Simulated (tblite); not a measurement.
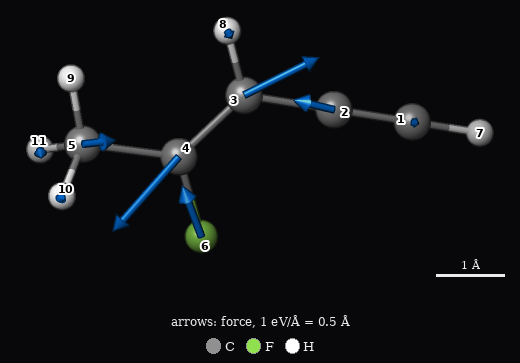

Starting geometry of C$_{5}$H$_{5}$F (charge +1, multiplicity 2) with the computed forces as blue arrows. The picture is a ball-and-stick view, seen at a tilt.

Level of theory: GFN2-xTB geometry optimisation, gas phase (tblite). 

Question: Is this structure relaxed? If not, where do the atoms go?

Answer: It isn't relaxed: the largest force vector, on C4, is 3.02 eV/Å. The final displacements follow the starting forces only in part (cosine between the two patterns 0.44). The atom that moves furthest after the best rigid fit is F6 (0.080 Å). By element the largest moves are F 0.080 Å, H 0.064 Å, C 0.045 Å. Some distances before and after: C4–F6 1.358 → 1.309 Å, C3–C4 1.347 → 1.393 Å, C4–C5 1.491 → 1.450 Å, C2–C3 1.406 → 1.375 Å. Among the angles between lasting bonds that change: H10–C5–H11 108.2° → 102.5°, H9–C5–H11 108.2° → 110.3°. Over 29 geometry steps the energy falls by 0.158 eV.
